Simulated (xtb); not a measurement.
Geometry relaxation of CH7NSSi (part 3 of 3)

Continued. System: CH7NSSi. Method: GFN-FF (xtb 6.7.1). 

Geometry of the input (Å):
```
Si -0.5059  1.5210  -0.1338
N  -0.2014  0.0130  0.6670
C  0.6999  -0.9421  0.1746
S  0.0126  -1.9387  -1.2692
H  -1.1649  1.4022  -1.4377
H  -1.4349  2.2943  0.9225
H  0.8214  2.1139  -0.3022
H  -0.9766  -0.4130  1.1541
H  1.5927  -0.4499  -0.2084
H  0.9633  -1.6819  0.9328
H  1.1037  -2.6790  -1.4397
```

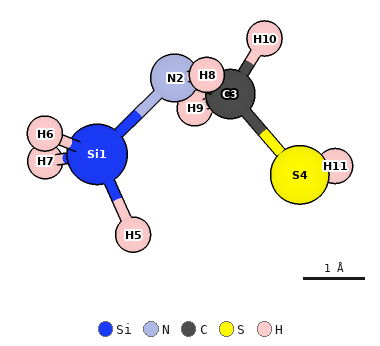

The geometry at step 8 of the log (ball-and-stick view, seen at a tilt; atoms are numbered from 1 in the order of the input).

## Trajectory as extended XYZ, continued
```
11
Properties=species:S:1:pos:R:3 step=4 energy=-34.71433
Si    1.4245    0.7024    0.0864
N     0.2300   -0.5092    0.6746
C    -1.0078   -0.7038   -0.0611
S    -2.1881    0.5980    0.1427
H     0.8428    2.0550    0.0615
H     2.6444    0.6897    0.9062
H     1.8223    0.3222   -1.2729
H     0.0247   -0.4062    1.6782
H    -0.7539   -0.8046   -1.1202
H    -1.4501   -1.6574    0.2451
H    -3.0727   -0.0386   -0.6530
11
Properties=species:S:1:pos:R:3 step=5 energy=-34.72792
Si    1.4092    0.6849    0.0793
N     0.2396   -0.5559    0.6829
C    -1.0029   -0.7191   -0.0550
S    -2.1584    0.6089    0.1580
H     0.8086    2.0230    0.0592
H     2.6285    0.7242    0.9061
H     1.8300    0.3441   -1.2800
H     0.0198   -0.3849    1.6665
H    -0.7481   -0.8175   -1.1130
H    -1.4595   -1.6683    0.2405
H    -3.0506    0.0082   -0.6570
11
Properties=species:S:1:pos:R:3 step=6 energy=-34.73376
Si    1.3972    0.6731    0.0747
N     0.2482   -0.5849    0.6883
C    -0.9922   -0.7300   -0.0522
S    -2.1347    0.6162    0.1670
H     0.7813    2.0024    0.0559
H     2.6061    0.7368    0.9103
H     1.8279    0.3579   -1.2877
H     0.0196   -0.3660    1.6585
H    -0.7385   -0.8248   -1.1106
H    -1.4643   -1.6731    0.2389
H    -3.0344    0.0399   -0.6556
11
Properties=species:S:1:pos:R:3 step=7 energy=-34.73628
Si    1.3888    0.6668    0.0733
N     0.2529   -0.5967    0.6918
C    -0.9823   -0.7344   -0.0514
S    -2.1204    0.6194    0.1711
H     0.7620    1.9921    0.0535
H     2.5894    0.7385    0.9138
H     1.8204    0.3604   -1.2919
H     0.0248   -0.3568    1.6542
H    -0.7302   -0.8253   -1.1111
H    -1.4665   -1.6720    0.2391
H    -3.0228    0.0556   -0.6550
11
Properties=species:S:1:pos:R:3 step=8 energy=-34.73730
Si    1.3833    0.6622    0.0740
N     0.2552   -0.6029    0.6949
C    -0.9765   -0.7349   -0.0522
S    -2.1111    0.6204    0.1733
H     0.7476    1.9851    0.0560
H     2.5845    0.7396    0.9113
H     1.8121    0.3573   -1.2937
H     0.0264   -0.3485    1.6551
H    -0.7242   -0.8234   -1.1127
H    -1.4680   -1.6697    0.2370
H    -3.0133    0.0623   -0.6556
11
Properties=species:S:1:pos:R:3 step=9 energy=-34.73791
Si    1.3799    0.6611    0.0760
N     0.2556   -0.6018    0.6972
C    -0.9732   -0.7322   -0.0530
S    -2.1080    0.6205    0.1735
H     0.7379    1.9825    0.0580
H     2.5844    0.7399    0.9085
H     1.8015    0.3480   -1.2927
H     0.0326   -0.3494    1.6578
H    -0.7205   -0.8186   -1.1140
H    -1.4676   -1.6658    0.2355
H    -3.0066    0.0633   -0.6594
11
Properties=species:S:1:pos:R:3 step=10 energy=-34.73821
Si    1.3781    0.6606    0.0773
N     0.2563   -0.6031    0.6992
C    -0.9725   -0.7304   -0.0532
S    -2.1059    0.6216    0.1732
H     0.7314    1.9798    0.0607
H     2.5870    0.7419    0.9048
H     1.7941    0.3427   -1.2921
H     0.0348   -0.3492    1.6611
H    -0.7181   -0.8167   -1.1139
H    -1.4669   -1.6645    0.2335
H    -3.0023    0.0648   -0.6630
11
Properties=species:S:1:pos:R:3 step=11 energy=-34.73840
Si    1.3766    0.6620    0.0787
N     0.2573   -0.6038    0.7016
C    -0.9722   -0.7283   -0.0528
S    -2.1051    0.6244    0.1713
H     0.7249    1.9777    0.0624
H     2.5900    0.7440    0.9013
H     1.7837    0.3367   -1.2912
H     0.0395   -0.3536    1.6653
H    -0.7151   -0.8155   -1.1124
H    -1.4647   -1.6636    0.2320
H    -2.9988    0.0675   -0.6688
11
Properties=species:S:1:pos:R:3 step=12 energy=-34.73844
Si    1.3762    0.6622    0.0786
N     0.2578   -0.6050    0.7020
C    -0.9714   -0.7292   -0.0523
S    -2.1038    0.6256    0.1706
H     0.7237    1.9772    0.0617
H     2.5889    0.7439    0.9017
H     1.7824    0.3384   -1.2920
H     0.0394   -0.3543    1.6652
H    -0.7140   -0.8170   -1.1117
H    -1.4648   -1.6641    0.2327
H    -2.9984    0.0698   -0.6689
```

## Key numbers

- outcome: converged
- total energy: −1.276614 hartree
- dispersion energy: −0.005509 hartree
- zero-point energy: 0.072370 hartree
- dipole moment: 0.78 D
- wavenumbers, lowest and highest: 59 and 3368 cm⁻¹
- hardware: 1 thread of Arm Neoverse V1, 24 GiB of memory available, shared host
- peak memory: 0.071 GiB
